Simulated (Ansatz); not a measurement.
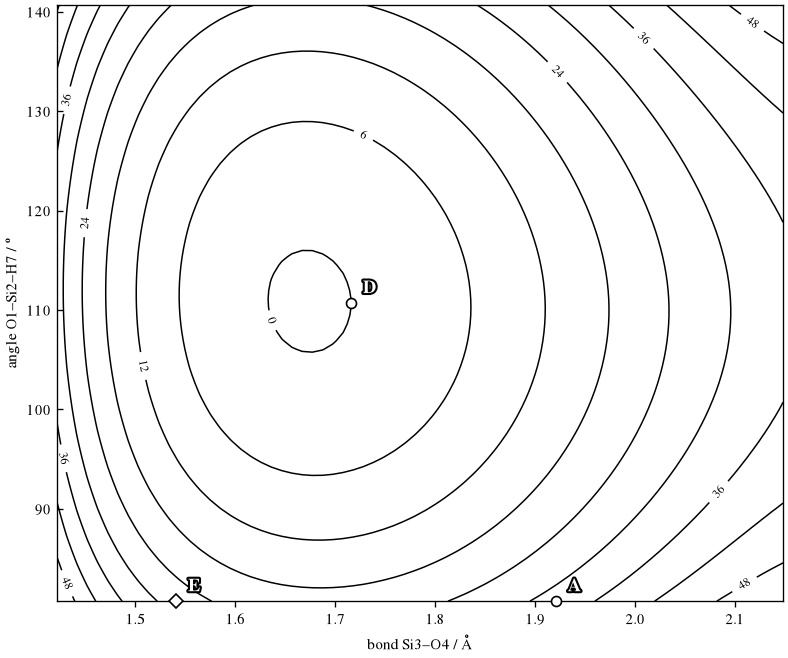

H₆O₂Si₂, SMILES O[SiH2][SiH2]O. Two internal coordinates are moved rigidly from the geometry relaxed at PBE0-D4/def2-TZVP, all others fixed. The first coordinate is: bond Si3–O4; the second: angle O1–Si2–H7. Grid: 5 × 5 points. Points are written as (first, second). Energies: kcal/mol, counted from the lowest grid point. Method: RKS PBE-D4/def2-TZVPP in Ansatz 0.2.0.

In the figure: contour lines labelled in kcal/mol, lettered points. Between grid points the surface is interpolated.

**Rank the lettered points by energy, lowest first.**

D (0.0 kcal/mol), E (27.5 kcal/mol), A (32.3 kcal/mol).
